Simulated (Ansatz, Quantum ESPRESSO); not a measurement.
**LiCa (Pm-3m): phonons by linear response**

How does LiCa (Pm-3m) vibrate, and is this structure a minimum?

Program: Quantum ESPRESSO 7.5. Level of theory: DFT PBE, scalar-relativistic, plane waves, PseudoDojo norm-conserving pseudopotentials. Results are calculated unless marked as measured.

The structure was built from a prototype and need not be the compound's stable phase.

### Step 1. The structure

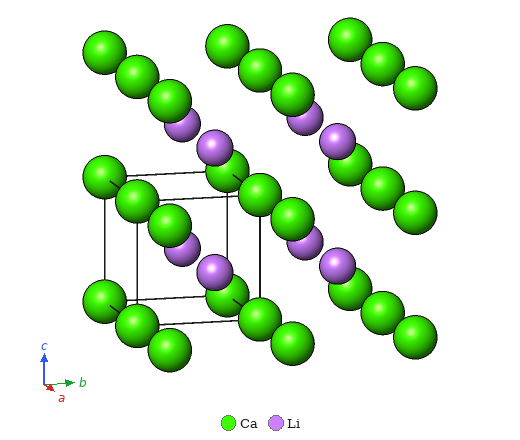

Start, viewed slightly off an axis; calcium green, lithium purple. 2×2×2 cells are drawn. Some periodic images of atoms are drawn too.

### Step 2. A probe with smearing

A cheap run with smearing and empty bands tells whether the crystal has a gap, which decides between fixed occupations and smearing later on.

Contents of probe.in:

```
&CONTROL
  calculation = 'scf'
  prefix      = 'x'
  outdir      = './tmp'
  pseudo_dir  = './pseudo'
  tprnfor     = .true.
  tstress     = .true.
  verbosity   = 'high'
/
&SYSTEM
  ibrav       = 0
  nat         = 2
  ntyp        = 2
  ecutwfc     = 74.0
  occupations = 'smearing'
  smearing    = 'gaussian'
  degauss     = 0.01
/
&ELECTRONS
  conv_thr         = 1.0d-07
  mixing_beta      = 0.7
  electron_maxstep = 100
/
ATOMIC_SPECIES
 Ca     40.0780  Ca.upf
 Li      6.9400  Li.upf
CELL_PARAMETERS angstrom
     3.911602530    0.000000000    0.000000000
     0.000000000    3.911602530    0.000000000
     0.000000000    0.000000000    3.911602530
ATOMIC_POSITIONS crystal
 Ca     0.000000000   0.000000000   0.000000000
 Li     0.500000000   0.500000000   0.500000000
K_POINTS automatic
 6 6 6 0 0 0
```

Run with:

```bash
> OMP_NUM_THREADS=1 mpirun -n 4 pw.x -nk 4 -in probe.in > probe.out
```

The log of the run:

```text
[banners, grids, parts of the stress and lines that vanish by symmetry left out]
Program PWSCF v.7.5
     Message from routine setup:
     using ibrav=0 with symmetry is DISCOURAGED, use correct ibrav instead
[...]
kinetic-energy cutoff     =      74.0000  Ry
     charge density cutoff     =     296.0000  Ry
     scf convergence threshold =      1.0E-07
[...]
Exchange-correlation= PBE
                           (   1   4   3   4   0   0   0)
[...]
48 Sym. Ops., with inversion, found
[...]
(     0          1          0      )
                  (     0          0          1      )
[...]
(  0.0000000  1.0000000  0.0000000 )
                  (  0.0000000  0.0000000  1.0000000 )
[...]
(     0         -1          0      )
                  (     0          0          1      )
[...]
(     0          0          1      )
                  (     1          0          0      )
[...]
( -1.0000000  0.0000000  0.0000000 )
                  (  0.0000000  1.0000000  0.0000000 )
[...]
number of k points=    20  Gaussian smearing, width (Ry)=  0.0100
[...]
c_bands:  1 eigenvalues not converged
[...]
End of self-consistent calculation
[...]
the Fermi energy is     3.9505 ev
!    total energy              =     -91.83137783 Ry
[...]
convergence has been achieved in   5 iterations
[...]
atom    1 type  1   force =     0.00000000    0.00000000    0.00000000
     atom    2 type  2   force =     0.00000000    0.00000000    0.00000000
[...]
Total force =     0.000000     Total SCF correction =     0.000000
[...]
total   stress  (Ry/bohr**3)                   (kbar)     P=        7.43
[...]
XML data file, charge density, pseudopotentials, collected wavefunctions

   JOB DONE.
```

Run time: 7.3 s. Hardware: 4 MPI ranks of Arm Neoverse N1, shared host.

This step gave:

```
volume per atom   : 29.93 Å³
pressure          : 0.743 GPa
gap on the k-mesh : 0 eV
```

No gap opens on this mesh, so smearing is kept; the start stands at 0.74 GPa.

### Step 3. Relaxation

The relaxation runs at a cutoff a fifth above that of the response, since stress converges more slowly with the basis than frequencies do. Forces and stress are brought to rest with tight thresholds.

Contents of relax.in:

```
&CONTROL
  calculation   = 'vc-relax'
  prefix        = 'x'
  outdir        = './tmp'
  pseudo_dir    = './pseudo'
  tprnfor       = .true.
  tstress       = .true.
  forc_conv_thr = 2.0d-05
  etot_conv_thr = 1.0d-07
  nstep         = 40
/
&SYSTEM
  ibrav       = 0
  nat         = 2
  ntyp        = 2
  ecutwfc     = 89
  occupations = 'smearing'
  smearing    = 'mv'
  degauss     = 0.02
/
&ELECTRONS
  conv_thr         = 1.0d-11
  mixing_beta      = 0.7
  electron_maxstep = 100
/
&IONS
/
&CELL
  press_conv_thr = 0.2
/
ATOMIC_SPECIES
 Ca     40.0780  Ca.upf
 Li      6.9400  Li.upf
CELL_PARAMETERS angstrom
     3.911602530    0.000000000    0.000000000
     0.000000000    3.911602530    0.000000000
     0.000000000    0.000000000    3.911602530
ATOMIC_POSITIONS crystal
 Ca     0.000000000   0.000000000   0.000000000
 Li     0.500000000   0.500000000   0.500000000
K_POINTS automatic
 8 8 8 0 0 0
```

Run with:

```bash
> OMP_NUM_THREADS=1 mpirun -n 4 pw.x -nk 4 -in relax.in > relax.out
```

The log of the run:

```text
[banners, grids, parts of the stress and lines that vanish by symmetry left out]
[banner, memory and clock lines left out]
Program PWSCF v.7.5

[...]
kinetic-energy cutoff     =      89.0000  Ry
     charge density cutoff     =     356.0000  Ry
     scf convergence threshold =      1.0E-11
[...]
energy convergence thresh.=      1.0E-07
     force convergence thresh. =      2.0E-05
     press convergence thresh. =      2.0E-01
     Exchange-correlation= PBE
                           (   1   4   3   4   0   0   0)
[...]
48 Sym. Ops., with inversion, found
[...]
number of k points=    35  Marzari-Vanderbilt smearing, width (Ry)=  0.0200
[...]
c_bands:  1 eigenvalues not converged
[...]
c_bands:  1 eigenvalues not converged
[...]
End of self-consistent calculation
[...]
the Fermi energy is     3.9127 ev
!    total energy              =     -91.83140601 Ry
[...]
convergence has been achieved in   8 iterations
[...]
atom    1 type  1   force =     0.00000000    0.00000000    0.00000000
     atom    2 type  2   force =     0.00000000    0.00000000    0.00000000
     Total force =     0.000000     Total SCF correction =     0.000000
[...]
total   stress  (Ry/bohr**3)                   (kbar)     P=        8.71
[...]
number of bfgs steps    =   0
[...]
CELL_PARAMETERS (angstrom)
[...]
ATOMIC_POSITIONS (crystal)
Ca               0.0000000000        0.0000000000        0.0000000000
Li               0.5000000000        0.5000000000        0.5000000000
[...]
New effective cutoffs (rho, wfc):  354.43   88.73
[...]
End of self-consistent calculation
[...]
the Fermi energy is     3.8866 ev
!    total energy              =     -91.83150697 Ry
[...]
convergence has been achieved in   5 iterations
[...]
atom    1 type  1   force =     0.00000000    0.00000000    0.00000000
     atom    2 type  2   force =     0.00000000    0.00000000    0.00000000
     Total force =     0.000000     Total SCF correction =     0.000000
[...]
total   stress  (Ry/bohr**3)                   (kbar)     P=        7.84
[...]
number of bfgs steps    =   1
[...]
WARNING: bfgs curvature condition failed, Theta= 0.886
[...]
CELL_PARAMETERS (angstrom)
[...]
ATOMIC_POSITIONS (crystal)
Ca               0.0000000000        0.0000000000        0.0000000000
Li               0.5000000000        0.5000000000        0.5000000000
[...]
New effective cutoffs (rho, wfc):  353.28   88.44
[...]
End of self-consistent calculation
[...]
the Fermi energy is     3.8581 ev
!    total energy              =     -91.83160627 Ry
[...]
convergence has been achieved in   6 iterations
[...]
atom    1 type  1   force =     0.00000000    0.00000000    0.00000000
     atom    2 type  2   force =     0.00000000    0.00000000    0.00000000
     Total force =     0.000000     Total SCF correction =     0.000000
[...]
total   stress  (Ry/bohr**3)                   (kbar)     P=        6.91
[...]
number of bfgs steps    =   2
[...]
CELL_PARAMETERS (angstrom)
[...]
ATOMIC_POSITIONS (crystal)
[...]
New effective cutoffs (rho, wfc):  351.57   88.02
[...]
atom    2 type  2   force =     0.00000000    0.00000000    0.00000000
     Total force =     0.000000     Total SCF correction =     0.000000
[...]
total   stress  (Ry/bohr**3)                   (kbar)     P=        3.56
[...]
number of bfgs steps    =   4
[...]
CELL_PARAMETERS (angstrom)
[...]
ATOMIC_POSITIONS (crystal)
[...]
New effective cutoffs (rho, wfc):  345.25   86.43
[...]
the Fermi energy is     3.6600 ev
!    total energy              =     -91.83196985 Ry
[...]
convergence has been achieved in   6 iterations
[...]
atom    1 type  1   force =     0.00000000    0.00000000    0.00000000
     atom    2 type  2   force =     0.00000000    0.00000000    0.00000000
     Total force =     0.000000     Total SCF correction =     0.000000
[...]
total   stress  (Ry/bohr**3)                   (kbar)     P=        0.72
[...]
number of bfgs steps    =   5
[...]
CELL_PARAMETERS (angstrom)
[...]
ATOMIC_POSITIONS (crystal)
[...]
New effective cutoffs (rho, wfc):  344.29   86.19
[...]
the Fermi energy is     3.6362 ev
!    total energy              =     -91.83197433 Ry
[...]
convergence has been achieved in   6 iterations
[...]
atom    1 type  1   force =     0.00000000    0.00000000    0.00000000
     atom    2 type  2   force =     0.00000000    0.00000000    0.00000000
     Total force =     0.000000     Total SCF correction =     0.000000
[...]
total   stress  (Ry/bohr**3)                   (kbar)     P=        0.02
[...]
number of bfgs steps    =   6
[...]
CELL_PARAMETERS (angstrom)
[...]
ATOMIC_POSITIONS (crystal)
[...]
New effective cutoffs (rho, wfc):  344.26   86.19
[...]
End of self-consistent calculation
[...]
the Fermi energy is     3.6355 ev
!    total energy              =     -91.83197434 Ry
[...]
convergence has been achieved in   4 iterations
[...]
atom    1 type  1   force =     0.00000000    0.00000000    0.00000000
     atom    2 type  2   force =     0.00000000    0.00000000    0.00000000
     Total force =     0.000000     Total SCF correction =     0.000000
[...]
total   stress  (Ry/bohr**3)                   (kbar)     P=        0.00
[...]
bfgs converged in   8 scf cycles and   7 bfgs steps
[...]
End of BFGS Geometry Optimization
     Final enthalpy           =     -91.8319743357 Ry
     File ./tmp/x.bfgs deleted, as requested
[...]
CELL_PARAMETERS (angstrom)
[...]
ATOMIC_POSITIONS (crystal)
Ca               0.0000000000        0.0000000000        0.0000000000
Li               0.5000000000        0.5000000000        0.5000000000
[...]
Final scf calculation at the relaxed structure.
[...]
kinetic-energy cutoff     =      89.0000  Ry
     charge density cutoff     =     356.0000  Ry
     scf convergence threshold =      1.0E-13
[...]
press convergence thresh. =      2.0E-01
     Exchange-correlation= PBE
                           (   1   4   3   4   0   0   0)
[...]
48 Sym. Ops., with inversion, found
[...]
number of k points=    35  Marzari-Vanderbilt smearing, width (Ry)=  0.0200
[...]
c_bands:  2 eigenvalues not converged
     c_bands:  3 eigenvalues not converged
[...]
c_bands:  4 eigenvalues not converged
     c_bands:  2 eigenvalues not converged
[...]
End of self-consistent calculation
[...]
the Fermi energy is     3.6355 ev
!    total energy              =     -91.83197814 Ry
[...]
convergence has been achieved in  10 iterations
[...]
atom    1 type  1   force =     0.00000000    0.00000000    0.00000000
     atom    2 type  2   force =     0.00000000    0.00000000    0.00000000
     Total force =     0.000000     Total SCF correction =     0.000000
[...]
total   stress  (Ry/bohr**3)                   (kbar)     P=       -0.00
[...]
XML data file, charge density, pseudopotentials, collected wavefunctions
```

Run time: 1.9 min. Hardware: 4 MPI ranks; 7.6 min of CPU time.

The steps of the relaxation:

```tsv
step	energy less that of the first step (eV)	largest force (eV/Å)	pressure (GPa)	volume (Å³)
1	0.0000	0.0000	0.87	59.85
2	-0.0014	0.0000	0.78	60.12
3	-0.0027	0.0000	0.69	60.41
4	-0.0044	0.0000	0.55	60.85
5	-0.0063	0.0000	0.36	61.52
6	-0.0077	0.0000	0.07	62.53
7	-0.0077	0.0000	0.00	62.79
8	-0.0077	0.0000	0.00	62.80
9	-0.0078	0.0000	0.00	62.80
```

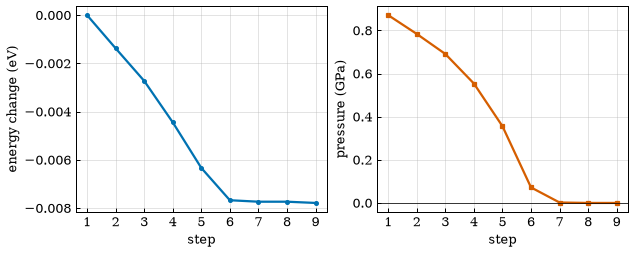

Energy and pressure along the relaxation.

```tsv
conventional cell, symmetrised	before	after	change
a (Å)	3.912	3.975	+1.6 %
b (Å)	3.912	3.975	+1.6 %
c (Å)	3.912	3.975	+1.6 %
volume (Å³/atom)	29.93	31.40	+4.9 %
```

Final coordinates:

```
CELL_PARAMETERS angstrom
3.97484 0.00000 0.00000
0.00000 3.97484 0.00000
0.00000 0.00000 3.97484
ATOMIC_POSITIONS crystal
Ca 0.00000 0.00000 0.00000
Li 0.50000 0.50000 0.50000
```

The last row of the table of steps is pw.x's closing run on a basis chosen anew for the final cell, so its energy can jump.

Numbers from this step:

```
volume per atom : 31.40 Å³
pressure        : 0 GPa
```

The volume changes by +4.9 % from the cell with which this run began.

### Step 4. Ground state

The response is built on this ground state, so it is converged far tighter than an energy would need. Smearing stays on, as the first look found no gap above 0.3 eV.

Contents of scf.in:

```
&CONTROL
  calculation = 'scf'
  prefix      = 'x'
  outdir      = './tmp'
  pseudo_dir  = './pseudo'
  tprnfor     = .true.
  tstress     = .true.
/
&SYSTEM
  ibrav       = 0
  nat         = 2
  ntyp        = 2
  ecutwfc     = 74.0
  occupations = 'smearing'
  smearing    = 'mv'
  degauss     = 0.02
/
&ELECTRONS
  conv_thr         = 1.0d-12
  mixing_beta      = 0.7
  electron_maxstep = 100
/
ATOMIC_SPECIES
 Ca     40.0780  Ca.upf
 Li      6.9400  Li.upf
CELL_PARAMETERS angstrom
     3.974837621    0.000000000    0.000000000
     0.000000000    3.974837621    0.000000000
     0.000000000    0.000000000    3.974837621
ATOMIC_POSITIONS crystal
 Ca     0.000000000   0.000000000   0.000000000
 Li     0.500000000   0.500000000   0.500000000
K_POINTS automatic
 8 8 8 0 0 0
```

Run with:

```bash
> OMP_NUM_THREADS=1 mpirun -n 4 pw.x -nk 4 -in scf.in > scf.out
```

The log of the run:

```text
[banners, grids, parts of the stress and lines that vanish by symmetry left out]
[banner, memory and clock lines left out]
Program PWSCF v.7.5

[...]
kinetic-energy cutoff     =      74.0000  Ry
     charge density cutoff     =     296.0000  Ry
     scf convergence threshold =      1.0E-12
[...]
Exchange-correlation= PBE
                           (   1   4   3   4   0   0   0)
[...]
48 Sym. Ops., with inversion, found
[...]
number of k points=    35  Marzari-Vanderbilt smearing, width (Ry)=  0.0200
[...]
c_bands:  1 eigenvalues not converged
[...]
End of self-consistent calculation
[...]
the Fermi energy is     3.6356 ev
!    total energy              =     -91.83195620 Ry
[...]
convergence has been achieved in   8 iterations
[...]
atom    1 type  1   force =     0.00000000    0.00000000    0.00000000
     atom    2 type  2   force =     0.00000000    0.00000000    0.00000000
     Total force =     0.000000     Total SCF correction =     0.000000
[...]
total   stress  (Ry/bohr**3)                   (kbar)     P=       -0.05
[...]
XML data file, charge density, pseudopotentials, collected wavefunctions
```

Wall time 17 s (4 MPI ranks); 68 s of CPU time.

This step gave:

```yaml
pressure: -0.005 GPa
```

The cell stands at -0.005 GPa, close enough for phonons.

(Part 1 of 3 ends here.)

[Host names and launcher messages were left out of these logs when they were recorded.]

[Logs are printed without paths, hosts, clocks, repeated set-up lines and the standing remarks that a program may print on its own settings, such as how far it seeks lower states.]

[Hosts, paths, dates, database ids (printed as entryN), source tags and the programs' standing remarks are cut or masked in the printed files.]
